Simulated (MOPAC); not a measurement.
Energy and gradient calculation, with input and output: C$_{3}$H$_{5}$F$_{3}$

The run: energy and gradient calculation of C$_{3}$H$_{5}$F$_{3}$, SMILES CC(F)(F)CF. Method and program: PM6, closed shell (MOPAC 23.2.5).

The geometry: force field.

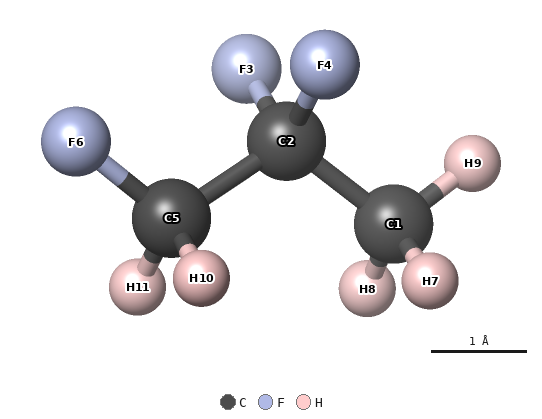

Figure 1. The structure as given in the input (ball-and-stick view, seen at a tilt; atoms are numbered from 1 in the order of the input).

### Input file (calc.mop)
```
PM6 1SCF BONDS GRADIENTS DISP AUX(PRECISION=6) THREADS=1
C3H5F3, PM6

C     -0.546400 1    -0.160900 1    -1.156500 1
C     -0.024900 1     0.585400 1     0.001900 1
F     -0.941600 1     1.414000 1     0.533800 1
F      1.056000 1     1.311300 1    -0.410200 1
C      0.504700 1    -0.362400 1     1.119000 1
F      1.031400 1     0.326400 1     2.149900 1
H      0.164000 1    -0.806100 1    -1.627400 1
H     -1.434500 1    -0.771600 1    -0.873900 1
H     -0.935900 1     0.573400 1    -1.914600 1
H      1.259500 1    -1.051300 1     0.711900 1
H     -0.306900 1    -1.031300 1     1.474200 1
```

Hardware: 1 thread of Arm Neoverse N1, 98 GiB of memory available, shared host.

Launched with:
```bash
mopac calc.mop
```

### What the program printed
```
MOPAC v23.2.5
PM6 CALCULATION RESULTS

 *  PM6        - The PM6 Hamiltonian to be used
 *  1SCF       - DO 1 SCF AND THEN STOP
 *  THREADS=1  - MULTI-THREADING NOT USED
 *  AUX        - OUTPUT AUXILIARY INFORMATION
 *  GRADIENTS  - ALL GRADIENTS TO BE PRINTED
 *  DISP       - PRINT DISPERSION AND HYDROGEN BOND ENERGIES
 *  BONDS      - FINAL BOND-ORDER MATRIX TO BE PRINTED
PM6 1SCF BONDS GRADIENTS DISP AUX(PRECISION=6) THREADS=1
 C3H5F3, PM6

   ATOM   CHEMICAL          X               Y               Z
  NUMBER   SYMBOL      (ANGSTROMS)     (ANGSTROMS)     (ANGSTROMS)

     1       C         -0.54640000  *  -0.16090000  *  -1.15650000  *
     2       C         -0.02490000  *   0.58540000  *   0.00190000  *
     3       F         -0.94160000  *   1.41400000  *   0.53380000  *
     4       F          1.05600000  *   1.31130000  *  -0.41020000  *
     5       C          0.50470000  *  -0.36240000  *   1.11900000  *
     6       F          1.03140000  *   0.32640000  *   2.14990000  *
     7       H          0.16400000  *  -0.80610000  *  -1.62740000  *
     8       H         -1.43450000  *  -0.77160000  *  -0.87390000  *
     9       H         -0.93590000  *   0.57340000  *  -1.91460000  *
    10       H          1.25950000  *  -1.05130000  *   0.71190000  *
    11       H         -0.30690000  *  -1.03130000  *   1.47420000  *

          CARTESIAN COORDINATES

    NO.       ATOM           X           Y           Z

     1         C         -0.5464     -0.1609     -1.1565
     2         C         -0.0249      0.5854      0.0019
     3         F         -0.9416      1.4140      0.5338
     4         F          1.0560      1.3113     -0.4102
     5         C          0.5047     -0.3624      1.1190
     6         F          1.0314      0.3264      2.1499
     7         H          0.1640     -0.8061     -1.6274
     8         H         -1.4345     -0.7716     -0.8739
     9         H         -0.9359      0.5734     -1.9146
    10         H          1.2595     -1.0513      0.7119
    11         H         -0.3069     -1.0313      1.4742

           Empirical Formula: C3 H5 F3  =    11 atoms

      MOLECULAR POINT GROUP   :   C1

      RHF CALCULATION, NO. OF DOUBLY OCCUPIED LEVELS = 19

 -------------------------------------------------------------------------------
 PM6 1SCF BONDS GRADIENTS DISP AUX(PRECISION=6) THREADS=1
 C3H5F3, PM6

     1SCF WAS SPECIFIED, SO BFGS WAS NOT USED
     SCF FIELD WAS ACHIEVED

                              PM6 CALCULATION

          FINAL HEAT OF FORMATION =       -163.14475 KCAL/MOL =    -682.59764 KJ/MOL

          TOTAL ENERGY            =     -42647.54553 KCAL/MOL = ELECTRONIC ENERGY + CORE-CORE REPULSION
          ENERGY OF ATOMS         =      42484.40078 KCAL/MOL
                              SUM =       -163.14475 KCAL/MOL
          DISPERSION ENERGY       =          0.00000 KCAL/MOL
                              SUM =       -163.14475 KCAL/MOL = FINAL HEAT OF FORMATION

          TOTAL ENERGY            =      -1849.37261 EV
          ELECTRONIC ENERGY       =      -5506.31185 EV
          CORE-CORE REPULSION     =       3656.93924 EV
          COSMO AREA              =        116.28 SQUARE ANGSTROMS
          COSMO VOLUME            =        104.57 CUBIC ANGSTROMS

          GRADIENT NORM           =         86.83300          =       26.18113 PER ATOM
          IONIZATION POTENTIAL    =         12.512694 EV
          HOMO LUMO ENERGIES (EV) =        -12.513  2.312
          NO. OF FILLED LEVELS    =         19
          MOLECULAR WEIGHT        =         98.0677         POINT GROUP:  C1

          MOLECULAR DIMENSIONS (Angstroms)

            Atom       Atom       Distance
            H     9    F     6     4.52233
            H    11    F     4     3.06375
            H    10    F     3     3.02039

          SCF CALCULATIONS        =          1

          WALL-CLOCK TIME         =      0.020 SECONDS
          COMPUTATION TIME        =      0.015 SECONDS

          LARGEST ATOMIC GRADIENTS

          Atom     Label                     Cartesian Gradients           Cartesian Coordinates       |Gradient|
                                           X          Y          Z        X          Y          Z

             2       C                 -38.047     12.652    -32.056   -0.02490    0.58540    0.00190     51.334
             1       C                  44.906     -3.262     21.479   -0.54640   -0.16090   -1.15650     49.885
             5       C                  15.768     14.907     15.911    0.50470   -0.36240    1.11900     26.907
             4       F                  15.426    -16.772     -6.585    1.05600    1.31130   -0.41020     23.720
             3       F                  -6.646    -15.627      5.273   -0.94160    1.41400    0.53380     17.781
             7       H                 -10.715      9.195      9.070    0.16400   -0.80610   -1.62740     16.782
             6       F                  -4.496     -6.714    -11.965    1.03140    0.32640    2.14990     14.438
             9       H                  -3.633     10.536      0.703   -0.93590    0.57340   -1.91460     11.167
            10       H                  -9.474      0.013      0.523    1.25950   -1.05130    0.71190      9.489
            11       H                   1.578     -4.571     -6.675   -0.30690   -1.03130    1.47420      8.243

       FINAL  POINT  AND  DERIVATIVES

   PARAMETER     ATOM    TYPE            VALUE        GRADIENT
      1          1  C    CARTESIAN X    -0.546400     44.906235  KCAL/ANGSTROM
      2          1  C    CARTESIAN Y    -0.160900     -3.261954  KCAL/ANGSTROM
      3          1  C    CARTESIAN Z    -1.156500     21.479083  KCAL/ANGSTROM
      4          2  C    CARTESIAN X    -0.024900    -38.046695  KCAL/ANGSTROM
      5          2  C    CARTESIAN Y     0.585400     12.652360  KCAL/ANGSTROM
      6          2  C    CARTESIAN Z     0.001900    -32.055834  KCAL/ANGSTROM
      7          3  F    CARTESIAN X    -0.941600     -6.646093  KCAL/ANGSTROM
      8          3  F    CARTESIAN Y     1.414000    -15.627188  KCAL/ANGSTROM
      9          3  F    CARTESIAN Z     0.533800      5.272690  KCAL/ANGSTROM
     10          4  F    CARTESIAN X     1.056000     15.426004  KCAL/ANGSTROM
     11          4  F    CARTESIAN Y     1.311300    -16.772397  KCAL/ANGSTROM
     12          4  F    CARTESIAN Z    -0.410200     -6.585334  KCAL/ANGSTROM
     13          5  C    CARTESIAN X     0.504700     15.768134  KCAL/ANGSTROM
     14          5  C    CARTESIAN Y    -0.362400     14.906976  KCAL/ANGSTROM
     15          5  C    CARTESIAN Z     1.119000     15.910952  KCAL/ANGSTROM
     16          6  F    CARTESIAN X     1.031400     -4.495800  KCAL/ANGSTROM
     17          6  F    CARTESIAN Y     0.326400     -6.714434  KCAL/ANGSTROM
     18          6  F    CARTESIAN Z     2.149900    -11.964870  KCAL/ANGSTROM
     19          7  H    CARTESIAN X     0.164000    -10.715289  KCAL/ANGSTROM
     20          7  H    CARTESIAN Y    -0.806100      9.195325  KCAL/ANGSTROM
     21          7  H    CARTESIAN Z    -1.627400      9.069653  KCAL/ANGSTROM
     22          8  H    CARTESIAN X    -1.434500     -4.666690  KCAL/ANGSTROM
     23          8  H    CARTESIAN Y    -0.771600     -0.356973  KCAL/ANGSTROM
     24          8  H    CARTESIAN Z    -0.873900      4.323088  KCAL/ANGSTROM
     25          9  H    CARTESIAN X    -0.935900     -3.633279  KCAL/ANGSTROM
     26          9  H    CARTESIAN Y     0.573400     10.536459  KCAL/ANGSTROM
     27          9  H    CARTESIAN Z    -1.914600      0.702595  KCAL/ANGSTROM
     28         10  H    CARTESIAN X     1.259500     -9.474322  KCAL/ANGSTROM
     29         10  H    CARTESIAN Y    -1.051300      0.012897  KCAL/ANGSTROM
     30         10  H    CARTESIAN Z     0.711900      0.522946  KCAL/ANGSTROM
     31         11  H    CARTESIAN X    -0.306900      1.577794  KCAL/ANGSTROM
     32         11  H    CARTESIAN Y    -1.031300     -4.571072  KCAL/ANGSTROM
     33         11  H    CARTESIAN Z     1.474200     -6.674968  KCAL/ANGSTROM

   ATOM   CHEMICAL          X               Y               Z
  NUMBER   SYMBOL      (ANGSTROMS)     (ANGSTROMS)     (ANGSTROMS)

     1       C         -0.54640000  *  -0.16090000  *  -1.15650000  *
     2       C         -0.02490000  *   0.58540000  *   0.00190000  *
     3       F         -0.94160000  *   1.41400000  *   0.53380000  *
     4       F          1.05600000  *   1.31130000  *  -0.41020000  *
     5       C          0.50470000  *  -0.36240000  *   1.11900000  *
     6       F          1.03140000  *   0.32640000  *   2.14990000  *
     7       H          0.16400000  *  -0.80610000  *  -1.62740000  *
     8       H         -1.43450000  *  -0.77160000  *  -0.87390000  *
     9       H         -0.93590000  *   0.57340000  *  -1.91460000  *
    10       H          1.25950000  *  -1.05130000  *   0.71190000  *
    11       H         -0.30690000  *  -1.03130000  *   1.47420000  *

                             CARTESIAN COORDINATES

   1    C       -0.546400000    -0.160900000    -1.156500000
   2    C       -0.024900000     0.585400000     0.001900000
   3    F       -0.941600000     1.414000000     0.533800000
   4    F        1.056000000     1.311300000    -0.410200000
   5    C        0.504700000    -0.362400000     1.119000000
   6    F        1.031400000     0.326400000     2.149900000
   7    H        0.164000000    -0.806100000    -1.627400000
   8    H       -1.434500000    -0.771600000    -0.873900000
   9    H       -0.935900000     0.573400000    -1.914600000
  10    H        1.259500000    -1.051300000     0.711900000
  11    H       -0.306900000    -1.031300000     1.474200000

           Empirical Formula: C3 H5 F3  =    11 atoms

      MOLECULAR POINT GROUP   :   C1

                  EIGENVALUES
 -41.88203 -41.76836 -41.51074 -28.61353 -24.99328 -21.67071 -18.71976 -18.25306
 -17.81700 -17.16432 -16.65612 -16.29507 -16.02094 -15.53714 -14.55694 -14.32271
 -13.82145 -13.25768 -12.51269   2.31176   2.49951   2.73898   2.81229   3.51606
   4.61827   4.67967   4.97302   5.09226   5.88076

              NET ATOMIC CHARGES AND DIPOLE CONTRIBUTIONS

  ATOM NO.   TYPE          CHARGE      No. of ELECS.   s-Pop       p-Pop
    1          C          -0.599947        4.5999     1.09210     3.50784
    2          C           0.431542        3.5685     1.12563     2.44282
    3          F          -0.187688        7.1877     1.97065     5.21704
    4          F          -0.204339        7.2043     1.97288     5.23146
    5          C          -0.205118        4.2051     1.13515     3.06997
    6          F          -0.129528        7.1295     1.97057     5.15896
    7          H           0.190965        0.8090     0.80903
    8          H           0.191243        0.8088     0.80876
    9          H           0.203524        0.7965     0.79648
   10          H           0.155561        0.8444     0.84444
   11          H           0.153784        0.8462     0.84622
 DIPOLE           X         Y         Z       TOTAL
 POINT-CHG.    -1.171    -3.166    -1.728     3.792
 HYBRID         0.027     0.268     0.098     0.287
 SUM           -1.144    -2.897    -1.630     3.516

          ATOMIC ORBITAL ELECTRON POPULATIONS

     Atom    s        px        py        pz
    1  C   1.09210   1.19333   1.18084   1.13367
    2  C   1.12563   0.76306   0.81026   0.86951
    3  F   1.97065   1.63342   1.71879   1.86482
    4  F   1.97288   1.51835   1.79645   1.91666
    5  C   1.13515   1.11495   1.00943   0.94559
    6  F   1.97057   1.86540   1.78290   1.51065
    7  H   0.80903
    8  H   0.80876
    9  H   0.79648
   10  H   0.84444
   11  H   0.84622

          BONDING CONTRIBUTION OF EACH M.O.

  0.1919  0.1791  0.1741  1.8275  1.8742  1.7102  1.3172  0.8522  1.1045  0.5226
  0.7442  0.1093  0.6551  0.5086  1.6168  1.7211  1.5351  1.4348  1.4918 -2.1494
 -1.9864 -1.8634 -1.9660 -1.9259 -1.9597 -1.9464 -1.9316 -1.9520 -1.8894

            (VALENCIES)   BOND ORDERS

     1  C     (3.887)     2  C 0.992     7  H 0.951     8  H 0.950     9  H 0.945     3  F 0.017     4  F 0.015
                          5  C 0.011

     2  C     (3.859)     1  C 0.992     5  C 0.958     3  F 0.949     4  F 0.935     6  F 0.013

     3  F     (1.032)     2  C 0.949     4  F 0.035     5  C 0.018     1  C 0.017

     4  F     (1.016)     2  C 0.935     3  F 0.035     5  C 0.016     1  C 0.015

     5  C     (3.917)     6  F 0.987    10  H 0.961    11  H 0.961     2  C 0.958     3  F 0.018     4  F 0.016
                          1  C 0.011

     6  F     (1.022)     5  C 0.987     2  C 0.013

     7  H     (0.964)     1  C 0.951

     8  H     (0.963)     1  C 0.950

     9  H     (0.959)     1  C 0.945

    10  H     (0.976)     5  C 0.961

    11  H     (0.976)     5  C 0.961

 *                    *
 * JOB ENDED NORMALLY *
 *                    *

 TOTAL JOB TIME:             0.03 SECONDS

 == MOPAC DONE ==
```

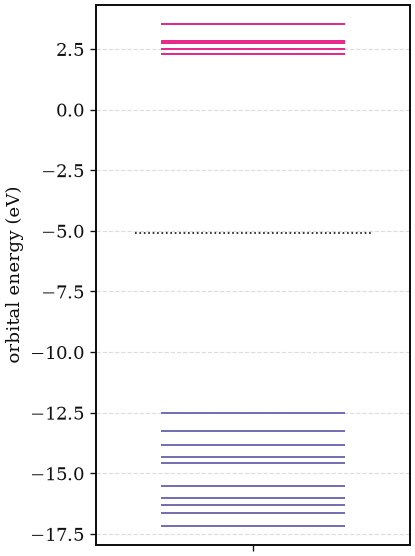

Figure 2. Orbital energies near the frontier; the dotted line parts filled from empty levels, and levels within 0.02 eV of each other stand side by side. Highest filled −12.51 eV, lowest empty 2.31 eV, 14.82 eV apart.

### Summary

| quantity | value |
| --- | --- |
| outcome | converged |
| total energy | −67.963190 hartree |
| dispersion energy | 0.000000 hartree |
| heat of formation | −163.14 kcal/mol |
| basis functions | 29 |
| largest force | 2.226 eV/Å |
| HOMO | −12.51 eV |
| LUMO | 2.31 eV |
| dipole moment | 3.52 D |
| peak memory | 0.12 GiB |

### Notes

MOPAC's energies along a path are heats of formation.
